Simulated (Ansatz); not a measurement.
# Abstraction of F: SiH(CH3)F2 + C2H5Mg → SiH(CH3)F + C2H5FMg

Species: SiH(CH3)F2, singlet; C2H5Mg `C[CH2][Mg]`, doublet; SiH(CH3)F, doublet; C2H5FMg `C[CH2][Mg][F]`, singlet. A radical takes F: the energy is the difference in strength between the Si–F bond broken and the Mg–F bond made.

Shapes, held fixed at every level: PBE0-D4/def2-TZVP. Programs: Ansatz 0.2.0. The zero-point and thermal change to 298 K, harmonic and unscaled (PBE0-D4/def2-TZVP), is -3.0 kJ/mol.

```
                level                    kind  ΔH(298 K) (kJ/mol)  less CCSD(T)/def2-TZVPP
     SPW92/def2-TZVPP                     LDA               +97.3                     +6.8
    PBE-D4/def2-TZVPP                     GGA               +79.2                    -11.3
  BHLYP-D4/def2-TZVPP           global hybrid               +95.7                     +5.2
   PBE0-D4/def2-TZVPP           global hybrid               +88.1                     -2.4
r2SCAN0-D4/def2-TZVPP           global hybrid               +89.2                     -1.3
   wB97M-V/def2-TZVPP  range-separated hybrid               +86.5                     -4.0
   wB97X-V/def2-TZVPP  range-separated hybrid               +81.2                     -9.3
   CCSD(T)/def2-TZVPP   coupled cluster or CI               +90.5                      0.0
```

The highest level, CCSD(T)/def2-TZVPP, gives ΔH(298 K) = +90.5 kJ/mol; the levels span +79.2 to +97.3. The column of differences is taken from that level and isn't an error. No measured value is set beside it here. Open shells run unrestricted. Outer-core shells of Mg are correlated, in sets that cover them unevenly.

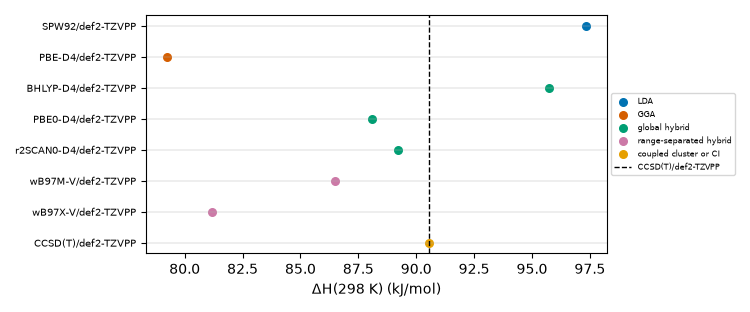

The values of the table, level by level.
